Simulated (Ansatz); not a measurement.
CH2BN (BH2(CN)): the vertical energy of the triplet above the singlet, rung by rung

The species is CH2BN (5 atoms), meant as a singlet with charge 0. SMILES: `[H]B([H])C#N`. The coordinates come from a GFN2-xTB relaxation.

Quantity: the vertical energy of the triplet above the singlet, in eV. The values are calculated.

| level | kind | program | value (eV) | less CCSDT/STO-3G |
| --- | --- | --- | --- | --- |
| HF/STO-3G | Hartree–Fock | Ansatz | 5.07 | -1.18 |
| BLYP/STO-3G | GGA | Ansatz | 4.75 | -1.50 |
| revPBE/STO-3G | GGA | Ansatz | 4.71 | -1.54 |
| B3LYP/STO-3G | global hybrid | Ansatz | 5.07 | -1.18 |
| PBE0/STO-3G | global hybrid | Ansatz | 5.06 | -1.19 |
| RPA@PBE/STO-3G | RPA | Ansatz | 5.18 | -1.07 |
| MP2/STO-3G | perturbation theory | Ansatz | 6.93 | +0.68 |
| CCSDT/STO-3G | coupled cluster or CI | Ansatz | 6.25 | 0.00 |

Differences are taken from CCSDT/STO-3G for orientation; it has basis-set and higher-order errors of its own. The values span 4.71 to 6.93 eV. All rows use very small basis sets, so even the best lies far from the true value.

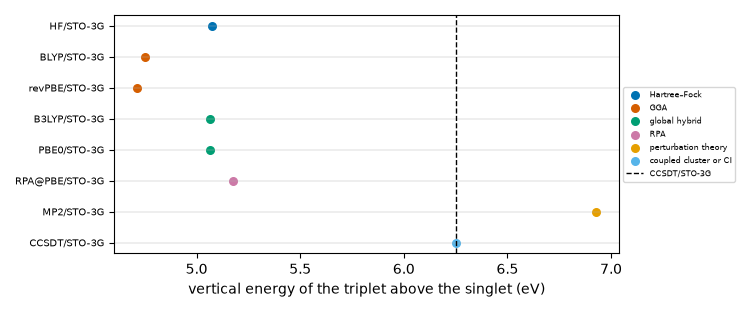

The values of the table, level by level.
